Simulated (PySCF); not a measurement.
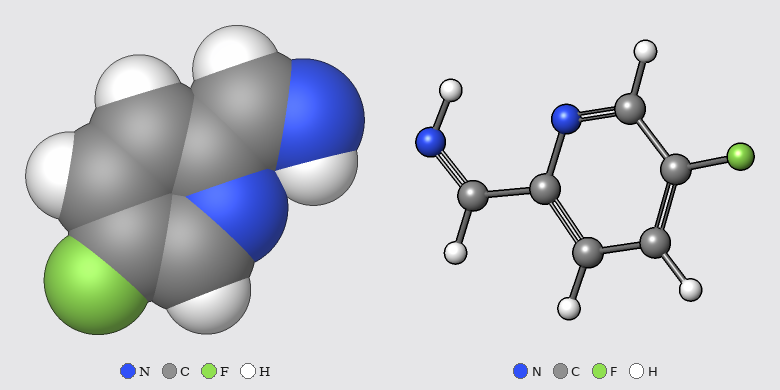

Two views of one molecule.

The geometry was computed by an optimisation with GFN2-xTB. No frequency run is at hand to confirm it as a minimum.

**Give the formula.**

C6H5FN2, 14 atoms: 6 carbon, 5 hydrogen, 1 fluorine and 2 nitrogen.

**Name functional groups in it.**

Among them: imine, C–F bond.

More results for the same structure follow; atom numbers are the same in all pictures, views and colours differ.

**Shape**

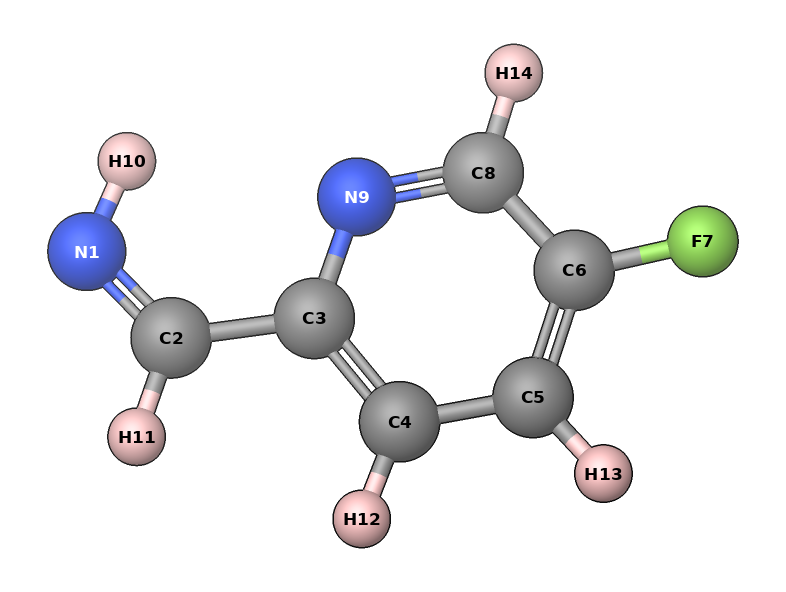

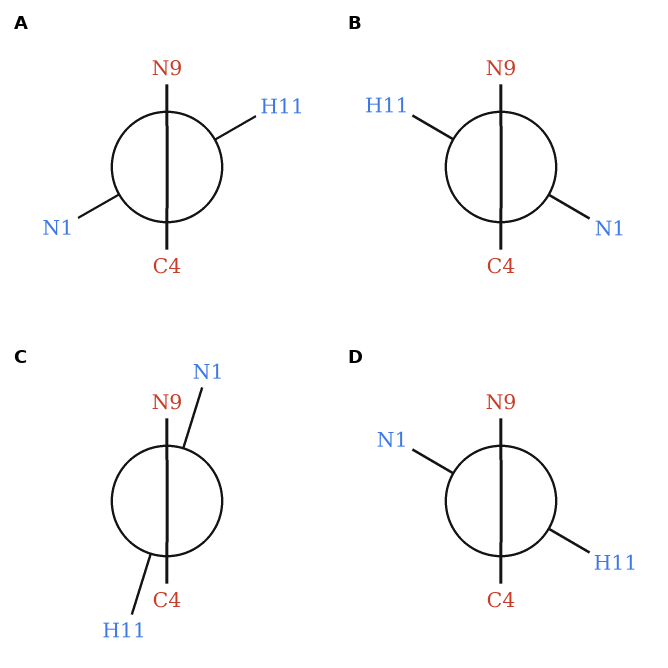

Distant atoms are faded towards the background colour. Bonds that would overlap in a projection are set slightly apart. No frequency run is at hand to confirm it as a minimum.

**Which Newman projection shows the view along C3–C2, with C3 in front?**

C. The torsion angle N9–C3–C2–N1 is 0°, synperiplanar (eclipsed).

**NMR shielding**

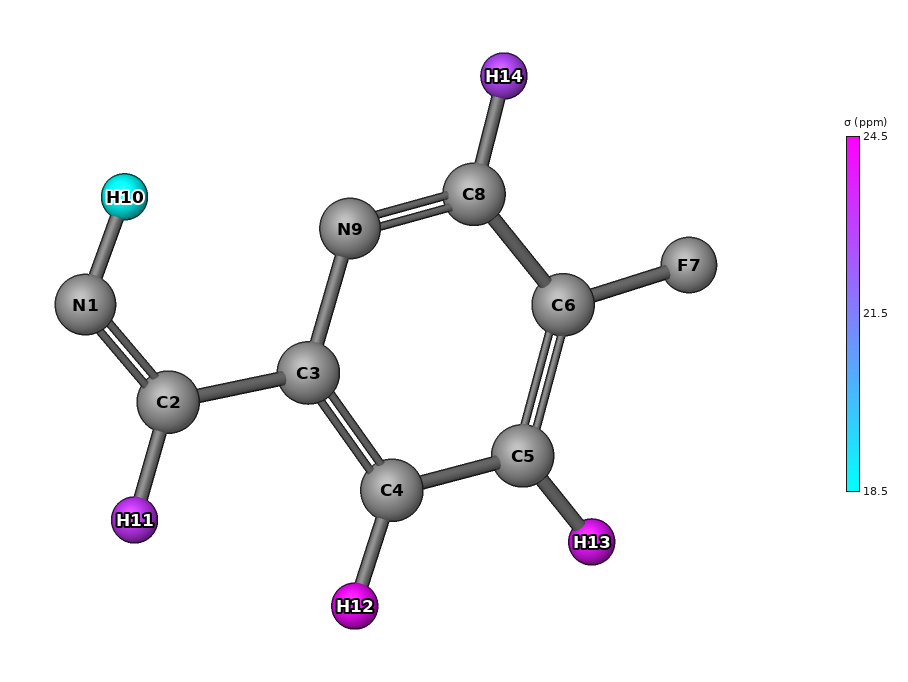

Atoms are coloured by their isotropic NMR shieldings (H only, the others grey). No frequency run is at hand to confirm it as a minimum. Method: GIAO PBE0/pcSseg-1 NMR shielding, non-relativistic, gas phase (PySCF 2.14.0).

**Which H atom is the most shielded (lowest chemical shift)?**

H12 (24.26 ppm).

**Which H atom is the least shielded (highest chemical shift)?**

H10 (18.51 ppm).

**How wide is the range of H shifts?**

5.75 ppm.

Give the isotropic NMR shieldings of the H atoms atom by atom.

| atom | σ (ppm) |
| --- | --- |
| H10 | 18.51 |
| H11 | 23.21 |
| H12 | 24.26 |
| H13 | 23.95 |
| H14 | 22.80 |

**Bond orders**

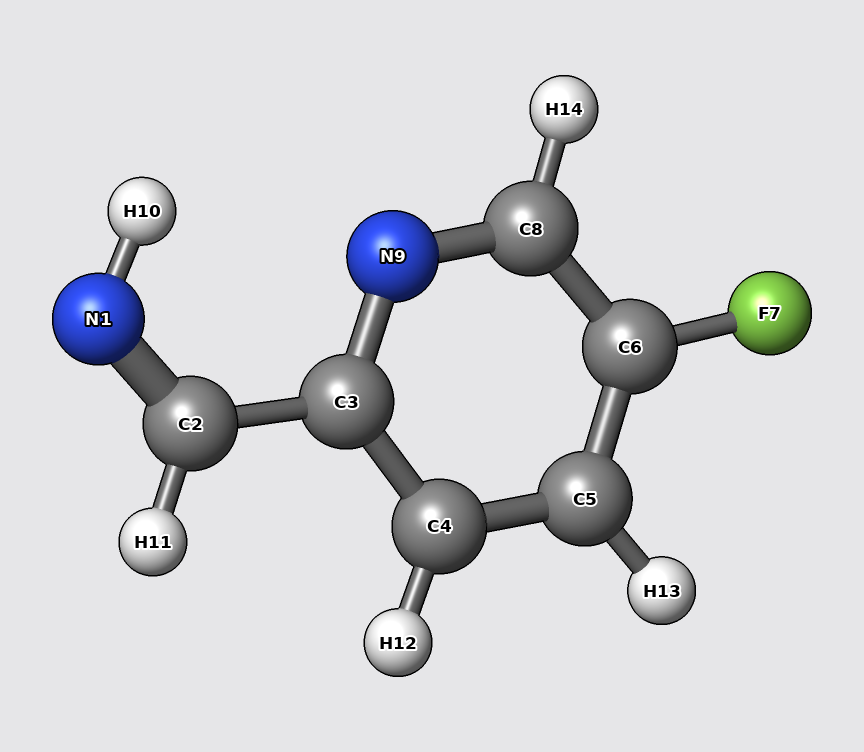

The thickness of each stick grows with its Mayer bond order. No frequency run is at hand to confirm it as a minimum. Computed with PBE0/pcSseg-1 (PySCF 2.14.0).

**Which bond has the highest Mayer bond order?**

N1–C2, 2.08, at a length of 1.256 Å.

List the Mayer bond orders of N1–C2, N1–H10, C2–C3, C2–H11, C3–C4, C3–N9, C4–C5, C4–H12, C5–C6, C5–H13, C6–F7, C6–C8, C8–N9, C8–H14.

```tsv
bond	Mayer order	length (Å)
N1–C2	2.08	1.256
N1–H10	0.93	1.021
C2–C3	1.00	1.473
C2–H11	0.97	1.087
C3–C4	1.28	1.396
C3–N9	1.46	1.333
C4–C5	1.41	1.383
C4–H12	0.97	1.079
C5–C6	1.42	1.386
C5–H13	0.95	1.079
C6–F7	0.92	1.343
C6–C8	1.34	1.389
C8–N9	1.51	1.314
C8–H14	0.96	1.081
```

**Charges**

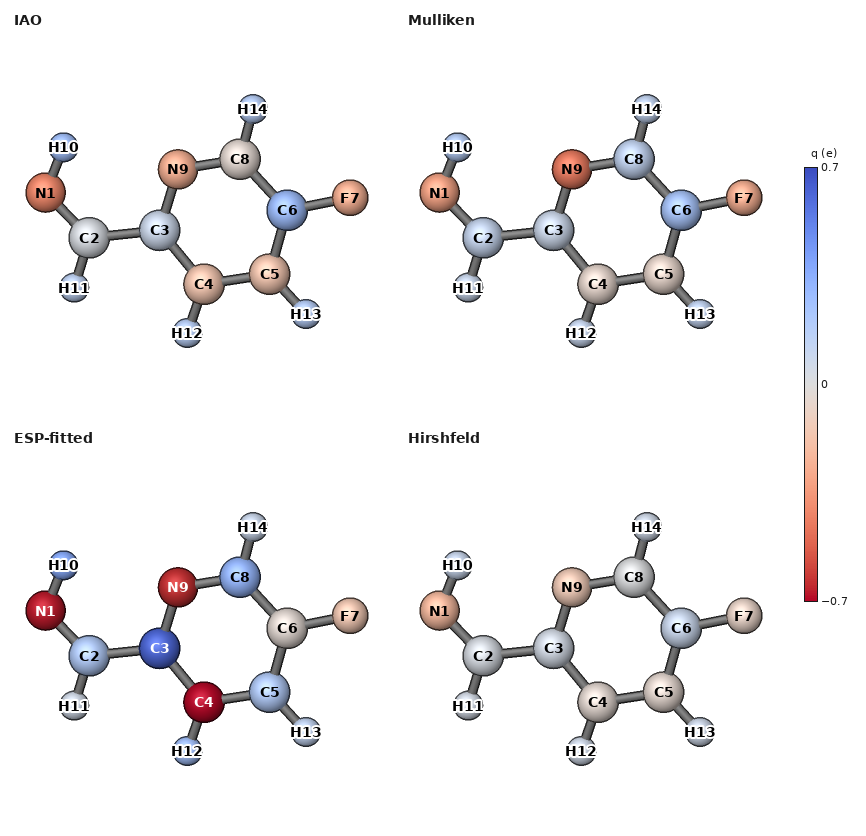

Atomic charges of one calculation by 4 schemes, on one colour scale. No frequency run is at hand to confirm it as a minimum. Computed with PBE0/pcSseg-1 (PySCF 2.14.0).

**Which scheme gives the most polar picture (largest mean size of the charges)?**

The ESP-fitted charges are the largest in size here, and the Hirshfeld charges the smallest.

**On which atom do the schemes disagree most?**

On C4 (from −0.69 to −0.04 e).

List the charges (e), one line for each set of equivalent atoms.

| atom | IAO | Mulliken | ESP-fitted | Hirshfeld |
| --- | --- | --- | --- | --- |
| N1 | −0.41 | −0.31 | −0.67 | −0.22 |
| C2 | 0.02 | 0.10 | 0.19 | 0.03 |
| C3 | 0.08 | 0.08 | 0.61 | 0.05 |
| C4 | −0.16 | −0.05 | −0.69 | −0.04 |
| C5 | −0.16 | −0.06 | 0.19 | −0.04 |
| C6 | 0.27 | 0.23 | −0.04 | 0.09 |
| F7 | −0.26 | −0.27 | −0.15 | −0.08 |
| C8 | −0.04 | 0.12 | 0.31 | 0.01 |
| N9 | −0.26 | −0.45 | −0.64 | −0.13 |
| H10 | 0.26 | 0.17 | 0.36 | 0.10 |
| H11 | 0.14 | 0.09 | 0.06 | 0.05 |
| H12 | 0.17 | 0.10 | 0.25 | 0.06 |
| H13 | 0.18 | 0.12 | 0.12 | 0.07 |
| H14 | 0.17 | 0.12 | 0.09 | 0.06 |

Mulliken values depend strongly on the basis set and can even reverse the polarity of a bond.
